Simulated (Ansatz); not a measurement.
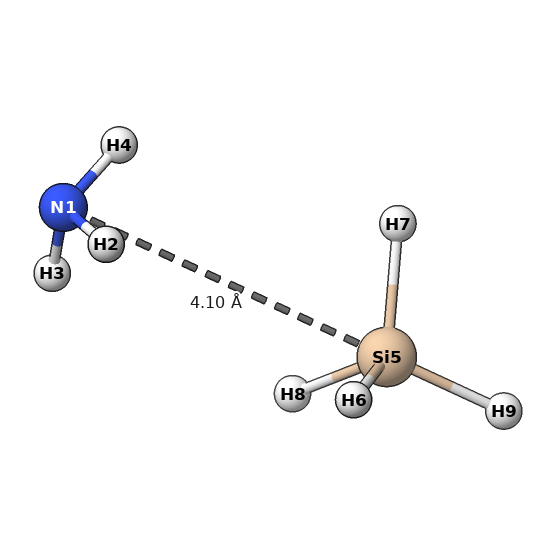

Two molecules or ions; the broken line marks their closest contact (measured against van der Waals radii). Geometry: a pair of rigid molecules at a changed separation. Program: Ansatz 0.2.0.

Question: Which two species are they?

Answer: NH3 and SiH4 (`N.[SiH4]`).

Give the counterpoise-corrected interaction energy (kJ/mol, monomers kept as in the pair) with RHF-CCSD(T) (frozen core)/def2-TZVPPD; B3LYP-D4/def2-TZVPPD; PBE-D4/def2-TZVPPD.

```csv
level,interaction energy (kJ/mol)
RHF-CCSD(T) (frozen core)/def2-TZVPPD,−2.6
B3LYP-D4/def2-TZVPPD,−2.6
PBE-D4/def2-TZVPPD,−4.1
```
